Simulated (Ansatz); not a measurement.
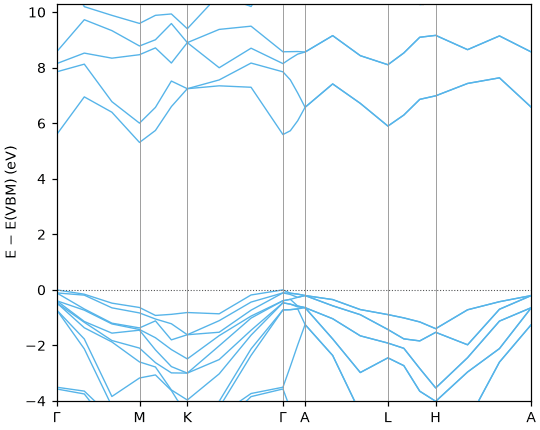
*Band structure from plane-wave PAW HSE06 (Ansatz code)*

### Question
Read off the gap and where the band edges lie.

### Answer
About 5.3 eV (5.31 eV among the points solved); maximum at Γ, minimum at M.

The material is AlN in space group P6_3mc (No. 186; Al on 2a, Al on 2b, N on 2a, N on 2b).

A made-up cell: these elements were put on the sites of a structure type. Its sites differ from those of the usual phase in this space group: another stacking or structure type. The cell was relaxed with HSE06 under the symmetry of its start; its stability against distortions is not shown here. The hybrid was solved on a coarse mesh, the path and, where they were found, the r²SCAN edge points; its band edges are the extreme levels among these.

Potentials: the later of the program's two PAW sets.
